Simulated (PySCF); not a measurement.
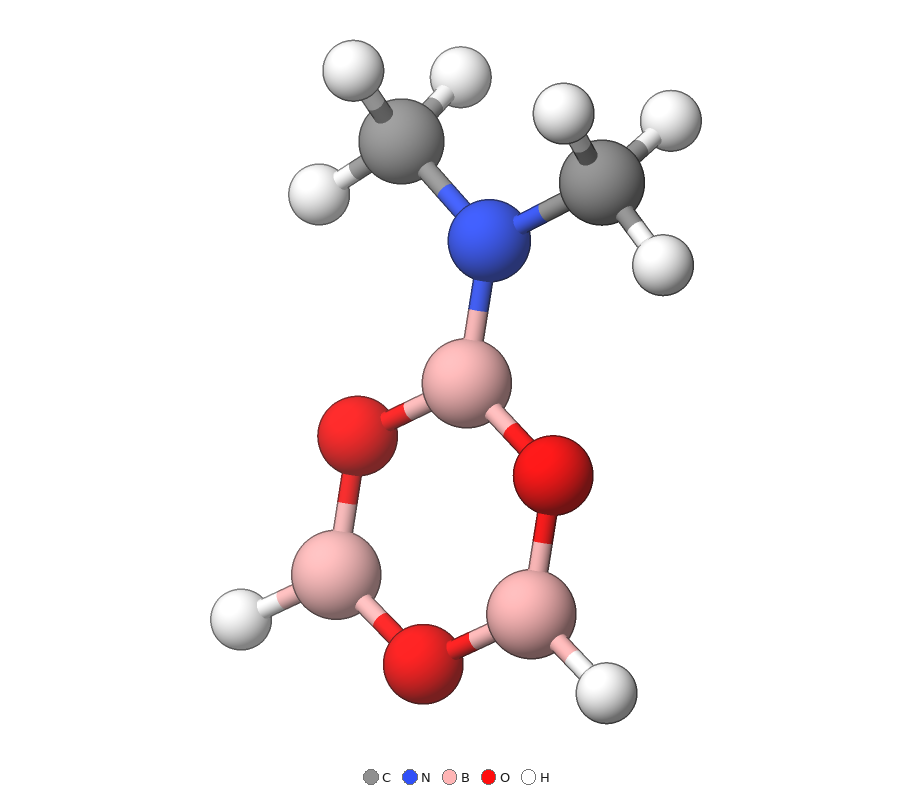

The picture shows a molecular structure as a ball-and-stick model.

The computed structure is the end point of a PBE0-D3(BJ)/def2-SVP optimisation. No frequency run is at hand to confirm it as a minimum.

**What is the molecular formula?**

C₂H₈B₃NO₃, 17 atoms: 2 carbon, 8 hydrogen, 3 boron, 1 nitrogen and 3 oxygen.

**Name some functional groups or characteristic bonds that it holds.**

Among them: B–H bond.

**Give a SMILES string for it.**

CN(C)B1OBOBO1

**Count the bonded pairs by element.**

6 B–O, 6 C–H, 2 C–N, 2 B–H, 1 B–N.

More results for the same structure follow; atom numbers are the same in all pictures, views and colours differ.

## Shape

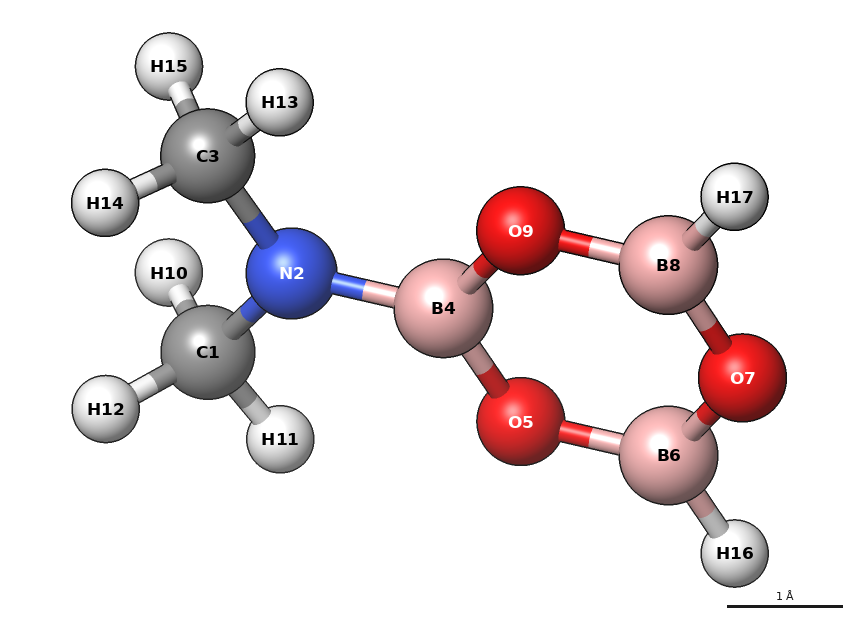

Numbered structure. No frequency run is at hand to confirm it as a minimum.

**What is the geometry at N2?**

N2 has 3 neighbours (C1 at 1.44, C3 at 1.44, B4 at 1.40 Å); the arrangement is trigonal planar.

**What is the geometry at B6?**

B6 has 3 neighbours (O5 at 1.36, O7 at 1.37, H16 at 1.20 Å); the arrangement is trigonal planar.

**Describe the coordination of atom 7.**

O7 has 2 neighbours (B6 at 1.37, B8 at 1.37 Å); the arrangement is bent.

**How are the neighbours of atom 1 arranged?**

C1 has 4 neighbours (N2 at 1.44, H10 at 1.11, H11 at 1.10, H12 at 1.11 Å); the arrangement is tetrahedral.

**What is the dihedral angle C3–N2–B4–O5?**

179° in size, that is anti.

## Ring current

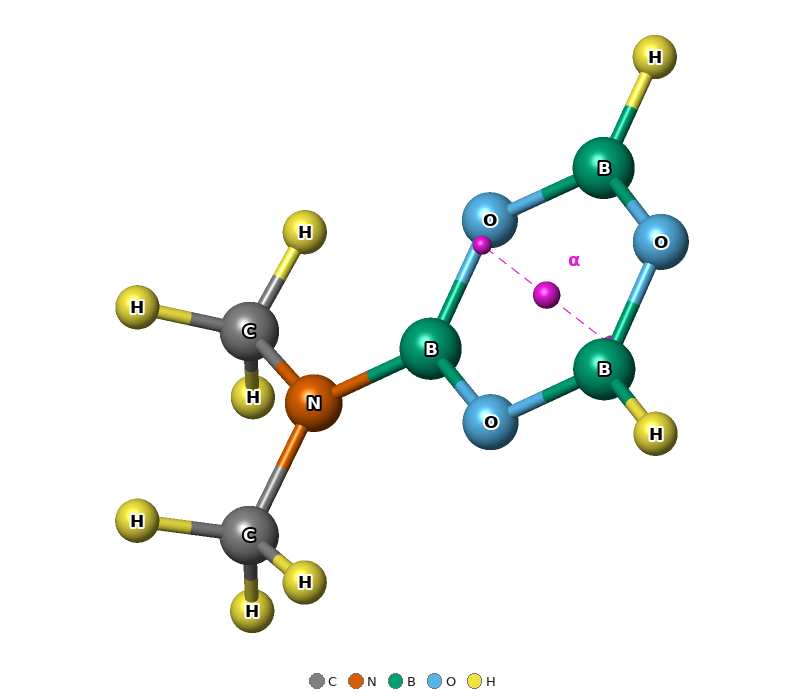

The small points mark where nucleus-independent chemical shifts (NICS) were computed: at the centre of each lettered ring and 1 Å above and below it. No frequency run is at hand to confirm it as a minimum. Properties computed with GIAO ωB97X-D/pcSseg-1 NMR shielding, non-relativistic, gas phase (PySCF 2.14.0).

Give NICS(0), NICS(1) and the out-of-plane component NICS(1)zz for each ring (means of the two sides).

```csv
ring,members,NICS(0),NICS(1),NICS(1)zz
α,B3O3,−1.5,−1.9,−0.4
```

Values in ppm.

**What do the values say about the ring currents?**

Ring α: weak, as in a non-aromatic ring. NICS is one index among several.

## Levels of theory compared

No frequency run is at hand to confirm it as a minimum. Program: PySCF 2.14.0.

Tabulate dipole (D), HOMO–LUMO gap (eV) at these levels: B3LYP/def2-SVPD; B3LYP/def2-SVPD in acetone (IEF-PCM); B3LYP/pcJ-1; PBE0/pcSseg-1; PBE0/pcSseg-1 in acetone (IEF-PCM); PBE0/pcSseg-1 in chloroform (IEF-PCM); ωB97X-D/pcSseg-1.

```json
{"level": "B3LYP/def2-SVPD", "dipole (D)": "2.23", "HOMO–LUMO gap (eV)": "6.43"}
{"level": "B3LYP/def2-SVPD in acetone (IEF-PCM)", "dipole (D)": "2.79", "HOMO–LUMO gap (eV)": "6.21"}
{"level": "B3LYP/pcJ-1", "dipole (D)": "2.32", "HOMO–LUMO gap (eV)": "6.48"}
{"level": "PBE0/pcSseg-1", "dipole (D)": "2.36", "HOMO–LUMO gap (eV)": "6.94"}
{"level": "PBE0/pcSseg-1 in acetone (IEF-PCM)", "dipole (D)": "2.88", "HOMO–LUMO gap (eV)": "6.73"}
{"level": "PBE0/pcSseg-1 in chloroform (IEF-PCM)", "dipole (D)": "2.76", "HOMO–LUMO gap (eV)": "6.78"}
{"level": "ωB97X-D/pcSseg-1", "dipole (D)": "2.27", "HOMO–LUMO gap (eV)": "10.73"}
```

## NMR shielding

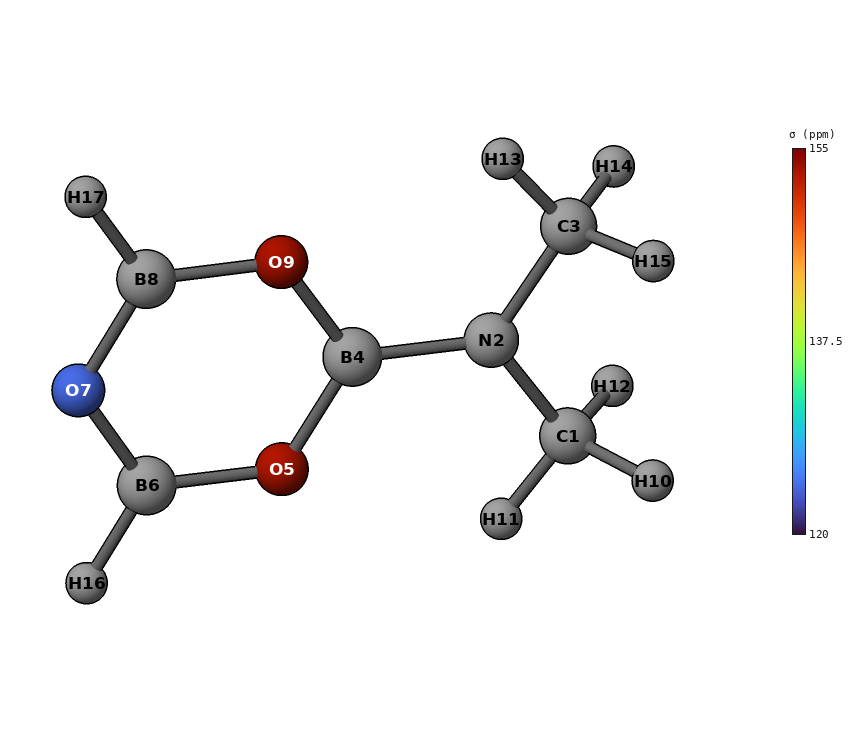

Atoms are coloured by their isotropic NMR shieldings (O only, the others grey). No frequency run is at hand to confirm it as a minimum. Properties computed with GIAO PBE0/pcSseg-1 NMR shielding, non-relativistic, IEF-PCM acetone (PySCF 2.14.0).

List the isotropic NMR shieldings of the O atoms.

| atom | σ (ppm) |
| --- | --- |
| O5 | 152.7 |
| O7 | 124.3 |
| O9 | 153.1 |
